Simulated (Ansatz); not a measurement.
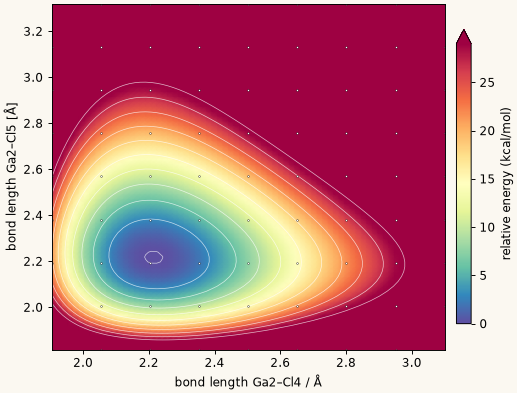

Cl4Ga, SMILES [Cl][Ga-]([Cl])([Cl])[Cl], charge −1. 
- Coordinates scanned: (1) bond length Ga2–Cl4; (2) bond length Ga2–Cl5.
- Nothing is relaxed (all other coordinates rigid).
- Grid: 9 × 9 points.
- Energies are in kcal/mol, from the lowest grid point.
- The reference is spin-restricted, which grows unreliable where a bond is stretched far.
- Level of theory: RKS PBE0-D4/def2-SVPD (Ansatz 0.2.0).

Drawn: a smooth colour map with a few white contour lines, dots at the grid points, one colour for all values above the top of the scale. Between grid points the surface is interpolated.

Question: Estimate the position of the minimum and the force constants in these coordinates.

Answer: The interpolated minimum is at bond length Ga2–Cl4 ≈ 2.214 Å, bond length Ga2–Cl5 ≈ 2.213 Å. The curvatures there are about 12 eV/Å² and 11 eV/Å², with a cross term of about 0.7 eV/Å². Round the minimum the two coordinates are weakly coupled (coupling 0.06 in units of the two stiffnesses). (1 eV is 23.1 kcal/mol.)
